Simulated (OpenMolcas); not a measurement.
# Si4: single-point calculation

- system: Si4 (silicon tetramer), SMILES [Si]1[Si][Si][Si]1
- method: HF/ANO-S-MB, RHF (OpenMolcas 26.06)

The geometry comes from this level: GFN2-xTB.

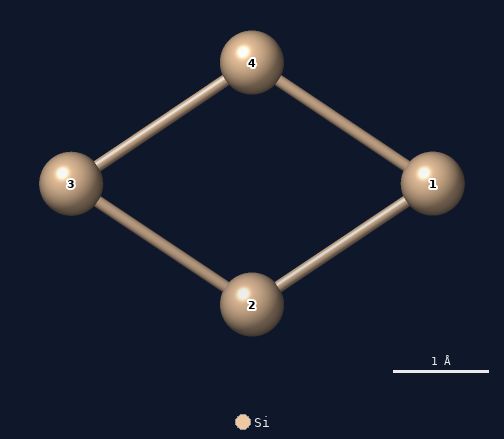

**Figure 1.** The structure (ball-and-stick view, seen on its broad side; atoms are numbered from 1 in the order of the input). Bond lengths as drawn: Si–Si 2.29 Å.

**Input**
```
>>> EXPORT MOLCAS_PRINT=2

&GATEWAY
 Coord=mol.xyz
 Basis=ANO-S-MB
 Group=NoSym

&SEWARD

&SCF
 PrOrbitals=0
```

**File mol.xyz**
```
4

Si     1.034120    -0.476140     1.525080
Si    -0.921360     0.442170     0.763360
Si    -1.025220     0.495440    -1.524760
Si     0.912460    -0.461460    -0.763680
```

Hardware: 1 thread of Intel Xeon (Granite Rapids), 16 GiB of memory available, shared host.

Launch command:
```bash
export MOLCAS_MEM=1860
pymolcas step1.inp > step1.log
```

**Log**
```
--- Start Module: gateway ---

                                              &GATEWAY

                       available to each process: 1.9 GB of memory, 1 thread

++    Symmetry information:
      ---------------------

                    Character Table for C1

                             E
                    a        1  x, y, xy, Rz, z, xz, Ry, yz, Rx, I
--

++    Basis set information:
      ----------------------

      Basis set label: SI.ANO-S...3S2P.

      Electronic valence basis set:
      ------------------
      Associated Effective Charge  14.000000 au
      Associated Actual Charge     14.000000 au
      Nuclear Model: Point charge

      Shell  nPrim  nBasis  Cartesian Spherical Contaminant
         s      13       3        X
         p      10       2        X
--

++    Molecular structure info:
      -------------------------

                    ************************************************
                    **** Cartesian Coordinates / bohr, angstrom ****
                    ************************************************

     Center  Label                x              y              z                     x              y              z
        1      SI1              1.954204      -0.899774       2.881984              1.034120      -0.476140       1.525080
        2      SI2             -1.741118       0.835580       1.442541             -0.921360       0.442170       0.763360
        3      SI3             -1.937385       0.936246      -2.881379             -1.025220       0.495440      -1.524760
        4      SI4              1.724300      -0.872033      -1.443146              0.912460      -0.461460      -0.763680

                    ***************************************
                    *    InterNuclear Distances / bohr    *
                    ***************************************

               1 SI1           2 SI2           3 SI3           4 SI4
    1 SI1      0.000000
    2 SI2      4.328839        0.000000
    3 SI3      7.192481        4.329543        0.000000
    4 SI4      4.331324        4.822059        4.329702        0.000000

                    *******************************************
                    *    InterNuclear Distances / angstrom    *
                    *******************************************

               1 SI1           2 SI2           3 SI3           4 SI4
    1 SI1      0.000000
    2 SI2      2.290723        0.000000
    3 SI3      3.806097        2.291095        0.000000
    4 SI4      2.292038        2.551724        2.291180        0.000000
--

            Nuclear Potential Energy            248.96576543 au

--- Stop Module: gateway /rc=_RC_ALL_IS_WELL_ ---

--- Start Module: seward ---

                                              &SEWARD

                       available to each process: 1.9 GB of memory, 1 thread

               SEWARD will generate:
                  Multipole Moment integrals up to order  2
                  Kinetic Energy integrals
                  Nuclear Attraction integrals (point charge)
                  One-Electron Hamiltonian integrals
                  Velocity integrals
                  Orbital angular momentum around (  0.0000   0.0000   0.0000 )
                  Velocity quadrupole around (  0.0000   0.0000   0.0000 )
                  Two-Electron Repulsion integrals

                   Integrals are discarded if absolute value <: 1.00E-14
                   Integral cutoff threshold is set to       <: 1.00E-16

            Nuclear Potential Energy            248.96576543 au

      Basis set specifications :
      Symmetry species         a
      Basis functions           36

--- Stop Module: seward /rc=_RC_ALL_IS_WELL_ ---

--- Start Module: scf ---

                                                &SCF

                       available to each process: 1.9 GB of memory, 1 thread

++    Input section:
      --------------

      Header of the integral files:

      Cartesian coordinates in angstrom:
      -----------------------------------------------------
      No.  Label        X            Y            Z
      -----------------------------------------------------
       1   SI1        1.03412000  -0.47614000   1.52508000
       2   SI2       -0.92136000   0.44217000   0.76336000
       3   SI3       -1.02522000   0.49544000  -1.52476000
       4   SI4        0.91246000  -0.46146000  -0.76368000
      -----------------------------------------------------
      Nuclear repulsion energy =  248.96576543
--

++    Orbital specifications:
      -----------------------

      Symmetry species               1
                                     a
      Frozen orbitals                0
      Occupied orbitals             28
      Secondary orbitals             8
      Deleted orbitals               0
      Total number of orbitals      36
      Number of basis functions     36
--

      Molecular charge                           0.000

++    Optimization specifications:
      ----------------------------

      SCF Algorithm: Conventional
      Minimized density differences are used
      Number of density matrices in core                 5
      Maximum number of NDDO SCF iterations            400
      Maximum number of HF SCF iterations              400
      Threshold for SCF energy change             1.00E-09
      Threshold for density matrix                1.00E-04
      Threshold for Fock matrix                   1.50E-04
      Threshold for linear dependence             1.00E-09
      Threshold at which DIIS is turned on        1.50E-01
      Maximum depth in the DIIS procedure                5
      Maximum depth in the BFGS Hessian update          30
      Threshold at which QNR/C2DIIS is turned on  7.50E-02
      Threshold for Norm(delta) (QNR/C2DIIS)      1.00E-03
      All orbitals punched on: SCFORB
--

      Input vectors read from INPORB
      Orbital file label: *Guess orbitals

++ Convergence information
                                   SCF        iterations: Energy and convergence statistics

Iter     Tot. SCF        One-elec.       Two-elec.     Energy      Max Dij or  Max Fij      DNorm      TNorm      AccCon     Time
         Energy          Energy          Energy        Change      Delta Norm                                                in Sec.

 The total and one-electron energies are shifted by a value of      1000. a.u.

   1  -155.239305393 -1089.963262780   685.758191959   0.00E+00    4.17E-01*   1.51E-01*    1.06E+01   1.45E+02   None         0.
   2  -155.402952309 -1095.169238550   690.800520814  -1.64E-01*   5.38E-02*   2.41E-02*    2.21E+00   1.46E+02   EDIIS        0.
   3  -155.406949020 -1095.349244245   690.976529798  -4.00E-03*   2.23E-02*   5.73E-03*    3.14E-01   1.46E+02   c2DIIS       0.
   4  -155.407301293 -1095.476698903   691.103632182  -3.52E-04*   9.32E-03*   2.14E-03*    7.16E-02   1.46E+02   QNRc2DIIS    0.
   5  -155.407389946 -1095.475353890   691.102198517  -8.87E-05*   2.34E-02*   1.63E-03*    1.75E-02   1.46E+02   QNRc2DIIS    0.
   6  -155.407483308 -1095.488200415   691.114951679  -9.34E-05*   4.85E-03*   7.49E-04*    1.92E-02   1.46E+02   QNRc2DIIS    0.
   7  -155.407492248 -1095.486475484   691.113217809  -8.94E-06*   3.25E-03*   5.08E-04*    1.09E-02   1.46E+02   QNRc2DIIS    0.
   8  -155.407497521 -1095.480612591   691.107349643  -5.27E-06*   1.61E-04    5.98E-05     2.71E-03   1.46E+02   QNRc2DIIS    0.
   9  -155.407497557 -1095.481980225   691.108717241  -3.63E-08*   5.98E-05    1.46E-05     3.38E-04   1.46E+02   QNRc2DIIS    0.
  10  -155.407497560 -1095.482199685   691.108936698  -3.00E-09*   1.42E-05    3.23E-06     9.83E-05   1.46E+02   QNRc2DIIS    0.
  11  -155.407497560 -1095.482180128   691.108917141  -1.09E-10    4.39E-06    1.17E-06     6.65E-05   1.46E+02   QNRc2DIIS    0.

       Convergence after  11 Iterations
--

 *****************************************************************************************************************************
 *                                             SCF/KS-DFT Program, Final results                                             *
 *                                                       Final Results                                                       *
 *****************************************************************************************************************************

::    Total SCF energy                              -1155.4074975599
      One-electron energy                           -2095.4821801279
      Two-electron energy                             691.1089171405
      Nuclear repulsion energy                        248.9657654274
      Kinetic energy (interpolated)                  1155.8168029135
      Virial theorem                                    0.9996458735
      Total spin, S(S+1)                                0.0000000000
      Total spin, S                                     0.0000000000
      Max non-diagonal density matrix element           0.0000049868
      Max non-diagonal Fock matrix element              0.0000003909

      No orbitals printed

++    Molecular charges:
      ------------------

      Mulliken charges per centre
      ---------------------------

                SI1     SI2     SI3     SI4
      Total   13.8761 14.1242 13.8763 14.1235

      N-E      0.1239 -0.1242  0.1237 -0.1235

      Total electronic charge=   56.000000

      Total            charge=   -0.000000
--

++    Static properties:
      ------------------

      LoProp Charges per center

                   SI1      SI2      SI3      SI4
      Nuclear     14.0000  14.0000  14.0000  14.0000
      Electronic -13.9322 -14.0679 -13.9324 -14.0675

      Total        0.0678  -0.0679   0.0676  -0.0675
--

++    Natural Bond Order analysis
      ---------------------------
      Based on LoProp computed density
      -------------------------------------------------------------------------------------
      Atom A       Atom B       Bond Order
      -------------------------------------------------------------------------------------
      NBO located      0.995 non-bonded electrons on atom SI1
      NBO located      1.000 non-bonded electrons on atom SI1
      NBO located      1.000 non-bonded electrons on atom SI1
      NBO located      0.999 non-bonded electrons on atom SI1
      NBO located      0.999 non-bonded electrons on atom SI1
      NBO located      0.995 non-bonded electrons on atom SI2
      NBO located      1.000 non-bonded electrons on atom SI2
      NBO located      1.000 non-bonded electrons on atom SI2
      NBO located      0.999 non-bonded electrons on atom SI2
      NBO located      0.999 non-bonded electrons on atom SI2
      NBO located      0.995 non-bonded electrons on atom SI3
      NBO located      1.000 non-bonded electrons on atom SI3
      NBO located      1.000 non-bonded electrons on atom SI3
      NBO located      0.999 non-bonded electrons on atom SI3
      NBO located      0.999 non-bonded electrons on atom SI3
      NBO located      0.995 non-bonded electrons on atom SI4
      NBO located      1.000 non-bonded electrons on atom SI4
      NBO located      1.000 non-bonded electrons on atom SI4
      NBO located      0.999 non-bonded electrons on atom SI4
      NBO located      0.999 non-bonded electrons on atom SI4
      The remaining    8.827 electrons are to be considered as diffuse
--

++    Molecular properties:
      ---------------------

      Charge (e):
                      =   -0.0000
      Dipole Moment (debye):
      Origin of the operator (angstrom)=    0.0000    0.0000    0.0000
                   X= -1.5316E-02               Y= -3.6143E-02               Z=  1.0425E-03           Total=  3.9268E-02
      Quadrupole Moment (debye*angstrom):
      Origin of the operator (angstrom)=    0.0000    0.0000    0.0000
                  XX= -6.5660E+01              XY=  3.8425E+00              XZ= -2.1091E+00              YY= -5.9558E+01
                  YZ=  9.2213E-01              ZZ= -6.8865E+01
      In traceless form (debye*angstrom)
                  XX= -1.4488E+00              XY=  5.7637E+00              XZ= -3.1637E+00              YY=  7.7046E+00
                  YZ=  1.3832E+00              ZZ= -6.2558E+00
--

--- Stop Module: scf /rc=_RC_ALL_IS_WELL_ ---

.##################.
.# Happy landing! #.
.##################.

    Timing: Wall=1.28 User=0.97 System=0.30
```

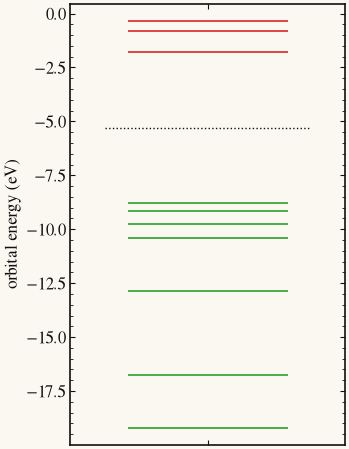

**Figure 2.** Orbital energies near the frontier; the dotted line parts filled from empty levels, and levels within 0.02 eV of each other stand side by side. Highest filled −8.77 eV, lowest empty −1.80 eV, 6.97 eV apart.

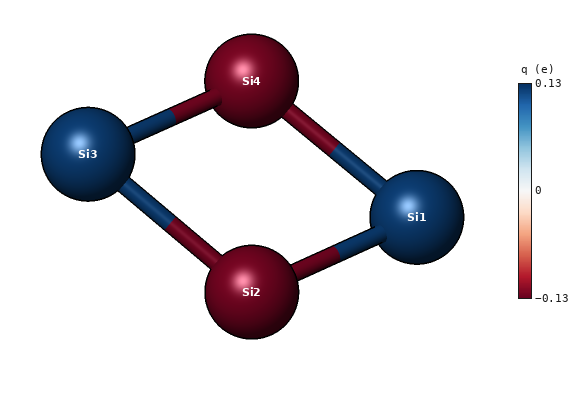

**Figure 3.** Mulliken charges, as the colour of each atom (ball-and-stick view, seen at a tilt; atoms are numbered from 1 in the order of the input). By element: Si −0.12 to +0.12 e.

**Results in brief**

| quantity | value |
| --- | --- |
| outcome | converged |
| total energy | −1155.407498 hartree |
| basis functions | 36 |
| HOMO | −8.77 eV |
| LUMO | −1.80 eV |
| dipole moment | 0.04 debye |
| wall time | 1.4 s |
| peak memory | 0.37 GiB |
